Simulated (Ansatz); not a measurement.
# SiH2Cl (chlorosilyl radical): UB2PLYP/STO-3G

Aim: the energy change on altering one bond length of SiH2Cl (chlorosilyl radical) at UB2PLYP/STO-3G, from 2 runs. 

The calculation is run with Ansatz 0.2.0.

52 further runs of the same task are left out: 52 set aside as unsound or not needed.

### 1 The molecule

SiH2Cl: 4 atoms, total charge 0, spin state doublet. SMILES: `[SiH2]Cl`. Geometry: relaxed at GFN2-xTB.

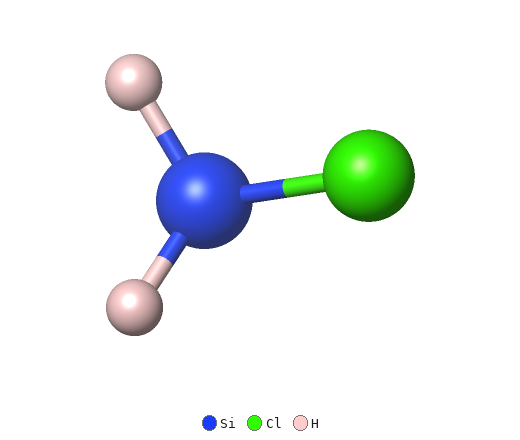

Viewed from a chosen angle; silicon blue, chlorine green, hydrogen pink.

### 2 A single-point energy at UB2PLYP/STO-3G

Contents of in.yaml:

```yaml
crystal:
  periodic: [false, false, false]
  atoms:
    - {symbol: Si, position_ang: [-0.283580, 0.237700, 0.131590]}
    - {symbol: Cl, position_ang: [1.597690, -0.059610, 0.811090]}
    - {symbol: H, position_ang: [-1.065000, -0.978280, 0.263310]}
    - {symbol: H, position_ang: [-0.249110, 0.800200, -1.205980]}
basis:
  gaussian:
    orbitals: STO-3G
accuracy: high
correlation:
  frozen_orbitals: {Cl: 5, H: 0, Si: 5}
hamiltonian:
  xc: {name: B2PLYP}
magnetization:
  spin_polarized: true
  initial_magnetization: 1
```

Launch:

```sh
$ ansatz run in.yaml --threads 1 --pin off --max-ram 2610MiB --events-out events.jsonl --progress --plain --runs-dir runs
```

Log:

```text
Warning: RAYON_NUM_THREADS=1 ignored (pool sized by the plan → 1); use --threads N
Functional definition: B2PLYP
  name "B2PLYP"
  parameter a = 0.53
  parameter c = 0.27
  exchange = (1 - a)*b88_x + a*exact_x
  correlation = (1 - c)*lyp_c + c*(mp2_os + mp2_ss)
341 factors; integrals over basis functions are off by at most 3.1e-9 eV
mean field evaluation 1: about -20194.6961 eV, gradient 9.1e0 eV
mean field evaluation 2: about -20194.6990 eV, gradient 9.1e0 eV
mean field evaluation 4: about -20195.6060 eV, gradient 4.7e-1 eV
mean field evaluation 8: about -20195.6115 eV, gradient 5.3e-3 eV
mean field evaluation 16: about -20195.6115 eV, gradient 2.1e-7 eV
mean field -20195.61147492 eV, -742.1750326261 hartree, gradient 2.9e-8 eV, S^2 0.750614; 0 other end points of the search recorded, 0 dependent functions left out
10 core orbitals not correlated: weight in the atoms' cores, before any rotation towards them, 1.000 or more for the frozen orbitals, at most 0.000 for the correlated occupied ones
reference -20195.61149116 eV, -742.1750332229 hartree; 7, 6 occupied and 3, 4 virtual orbitals, 341 factors
second order -1.18664202 eV of doubles, -0.00000000 eV of singles
Total energy: -20195.93188450 eV, -742.1868074612 hartree
```

It took 1.9 s on 1 thread of AMD EPYC 7R43 (Zen 3), shared host; peak memory 0.14 GiB.

### 3 The distorted shape at the same level

Contents of run.yaml:

```yaml
crystal:
  periodic: [false, false, false]
  atoms:
    - {symbol: Si, position_ang: [-0.292197, 0.097077, 0.465979]}
    - {symbol: Cl, position_ang: [1.589073, -0.200233, 1.145479]}
    - {symbol: H, position_ang: [-1.073617, -1.118903, 0.597699]}
    - {symbol: H, position_ang: [-0.249110, 0.800200, -1.205980]}
basis:
  gaussian: {orbitals: STO-3G}
magnetization: {spin_polarized: true, initial_magnetization: 1}
hamiltonian: {xc: {name: B2PLYP}}
correlation: {frozen_orbitals: {Cl: 5, H: 0, Si: 5}}
accuracy: high
```

Launch:

```sh
$ ansatz run run.yaml --threads 1 --pin off --max-ram 2610MiB --events-out events.jsonl --progress --plain --runs-dir runs
```

Log (excerpt; [...] marks lines left out):

```text
Warning: RAYON_NUM_THREADS=1 ignored (pool sized by the plan → 1); use --threads N
[... 2 set-up lines as earlier in the session ...]
[...]
341 factors; integrals over basis functions are off by at most 3.6e-9 eV
[...]
mean field -20194.44562727 eV, -742.1321885152 hartree, gradient 2.2e-8 eV, S^2 0.752252; 0 other end points of the search recorded, 0 dependent functions left out
10 core orbitals not correlated: weight in the atoms' cores, before any rotation towards them, 1.000 or more for the frozen orbitals, at most 0.000 for the correlated occupied ones
reference -20194.44564392 eV, -742.1321891271 hartree; 7, 6 occupied and 3, 4 virtual orbitals, 341 factors
second order -1.49179514 eV of doubles, -0.00000000 eV of singles
Total energy: -20194.84842861 eV, -742.1469911914 hartree
```

Wall time 2.1 s (1 thread of AMD EPYC 7R43 (Zen 3), shared host); peak memory 0.14 GiB.

### 4 Outcome

At UB2PLYP/STO-3G, 10 core orbitals frozen:

| quantity | value |
| --- | --- |
| first shape: total energy | -742.18681 Eh |
| first shape: ⟨S²⟩ | 0.751 |
| distorted shape: total energy | -742.14699 Eh |
| distorted shape: ⟨S²⟩ | 0.752 |
| energy change with the Si1–H4 bond stretched from 1.451 to 1.814 Å | 1.083 eV |

With the Si1–H4 bond stretched from 1.451 to 1.814 Å the energy rises by 1.08 eV (25 kcal/mol). The first shape isn't relaxed at this level, so the change isn't measured from a minimum. The minimal basis adds a large error of its own.
